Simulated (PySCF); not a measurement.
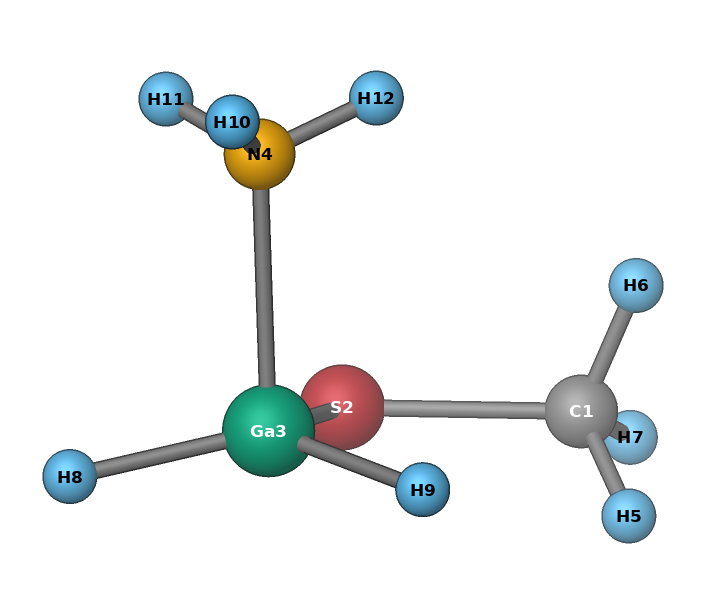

S2 lies behind Ga3. The molecule seen a little off the Ga3–S2 bond, Ga3 in front. Depth is shown by fading: the farther an atom, the more it takes the colour of the background. The computed structure is the end point of a PBE0-D3(BJ)/def2-SVP optimisation. No frequency run is at hand to confirm it as a minimum.

Q: What is the torsion angle N4–Ga3–S2–C1? The sign is positive where the front bond must turn clockwise to cover the back bond.

A: 91°, about perpendicular.
